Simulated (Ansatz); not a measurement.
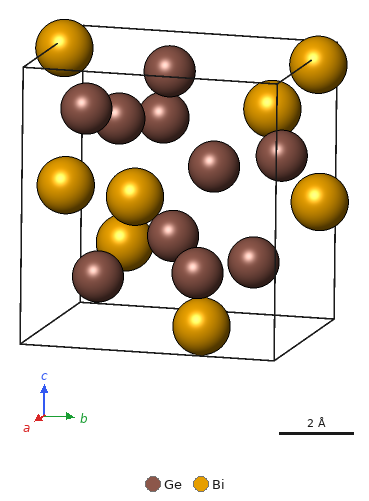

Starting frame of a dynamics run of an amorphous cell of composition Ge5Bi3 (16 atoms in the cell). It starts from the last geometry of an earlier run, with fresh velocities. The picture is a spheres-only view of the simulation cell, seen slightly off an axis.

Method: DFT PBE, scalar-relativistic, plane waves, PAW in Ansatz.

The input:
```yaml
crystal:
  lattice:
    - [7.330218, -0.173646, -0.188474]
    - [-0.173646, 7.025293, -0.130189]
    - [-0.188474, -0.130189, 7.579575]
  atoms:
    - { symbol: Ge, position: [0.3173366746, 0.4371666999, 0.314216363] }
    - { symbol: Ge, position: [0.6564265659, 0.8342663589, 0.2937059085] }
    - { symbol: Ge, position: [0.1582576036, 0.3570160438, 0.7130665593] }
    - { symbol: Ge, position: [0.5875338612, 0.2069174775, 0.1945429348] }
    - { symbol: Ge, position: [0.8905713765, 0.2246605396, 0.8477287413] }
    - { symbol: Ge, position: [0.8249159789, 0.5354988506, 0.9913681768] }
    - { symbol: Ge, position: [0.9730234145, 0.6887186068, 0.2942938524] }
    - { symbol: Ge, position: [0.6917163219, 0.9488998824, 0.6913603271] }
    - { symbol: Ge, position: [0.4930474608, 0.2617041783, 0.7540627586] }
    - { symbol: Ge, position: [0.4468647397, 0.625770348, 0.5955537263] }
    - { symbol: Bi, position: [0.779287427, 0.393840846, 0.5228122514] }
    - { symbol: Bi, position: [0.2559157052, 0.9983192726, 0.4616384704] }
    - { symbol: Bi, position: [0.0586323133, 0.7616628333, 0.7531504525] }
    - { symbol: Bi, position: [0.0236539947, 0.1792677278, 0.2305558466] }
    - { symbol: Bi, position: [0.4509097546, 0.5844702619, 0.0169567309] }
    - { symbol: Bi, position: [0.3306871369, 0.0043504182, 0.9687496029] }
  symmetry: { detect: false }
basis:
  ecutwfc: 420
  xc_grid: 1
kpoints:
  mp_grid: { grid: [1, 1, 1], shift: [0.25, 0.25, 0.25] }
hamiltonian:
  xc: pbe
scf:
  occupations: { method: fermi_dirac, width: 0.05 }
  lower_state_search: "off"
  convergence: { dr2_threshold: 1.0e-05 }
output:
  forces: true
  stress: true
md:
  timestep: 3.0
  n_steps: 109
  ensemble: nvt_langevin
  friction: 0.03
  temperature: 560.0
  initial_velocities: maxwell_boltzmann
  seed: 82121
```

Run as
```bash
ansatz run input.yaml --threads 2 --pin off --max-ram 5120MiB --backend cpu --events-out ev --progress --plain --runs-dir out
```

Question: Predict how the run goes.

Answer: Over the second half the temperature averages 600 K (spread ±130 K). The potential energy is still drifting at the end, so the run hasn't reached equilibrium. The potential energy in the second half lies on average 38.9 meV per atom below the first frame. The mean pressure there is 7.1 GPa. In the second half of the run the atoms are, in the root-mean-square, this far from where they began (common drift taken out): Ge 0.37 Å, Bi 0.27 Å. That is small against the typical shortest distance between atoms in the first frame, about 2.6 Å: the atoms vibrate about their sites and the arrangement holds.

Along the run (each row but the first and the last is the mean over the interval that it begins):

| time (fs) | potential energy (meV/atom) | T (K) | p (GPa) |
| --- | --- | --- | --- |
| 0.0 | 0.0 | 525 | 7.0 |
| 54.0 | -24.6 | 680 | 7.2 |
| 108.0 | -40.0 | 593 | 7.6 |
| 162.0 | -23.4 | 533 | 7.8 |
| 216.0 | -44.2 | 568 | 6.8 |
| 270.0 | -49.6 | 688 | 6.8 |
| 324.0 | -33.2 | 574 | 6.9 |

The paths of the atoms:

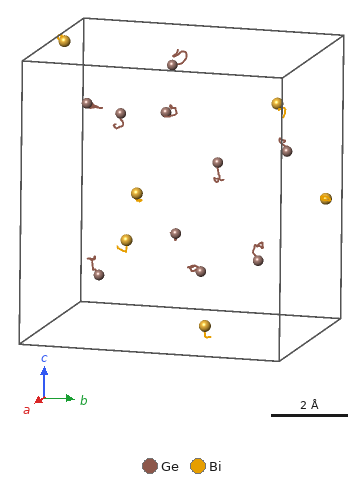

Limits of the set-up: the periodic images lie only 7.0 Å apart, so the values are limited by the cell's size.
